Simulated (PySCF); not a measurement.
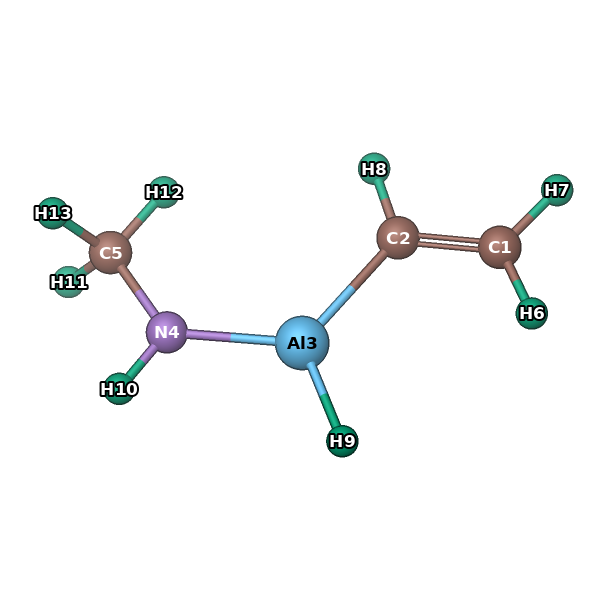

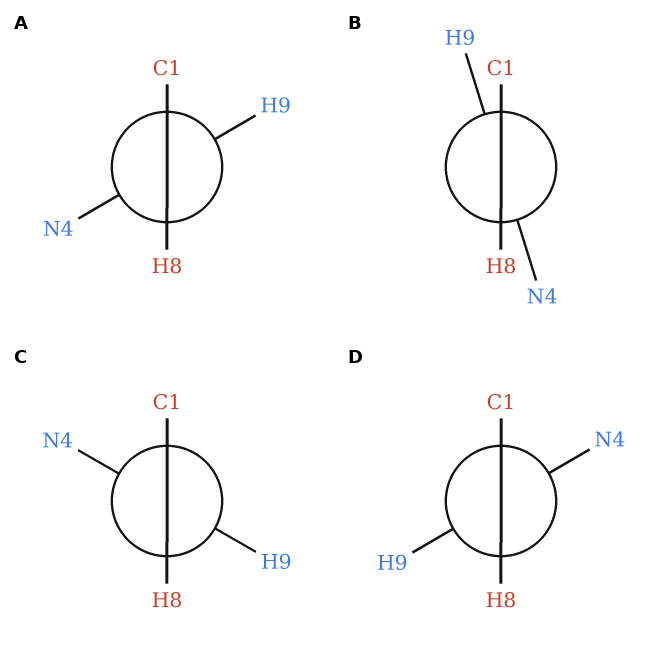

Depth is shown by fading: the farther an atom, the more it takes the colour of the background. Bonds that would overlap in a projection are set slightly apart. The computed structure is the end point of a PBE0-D3(BJ)/def2-SVP optimisation. No frequency run is at hand to confirm it as a minimum.

### Which Newman projection shows the view along C2–Al3, with C2 in front?

B. The torsion angle C1–C2–Al3–N4 is 180°, antiperiplanar (anti).
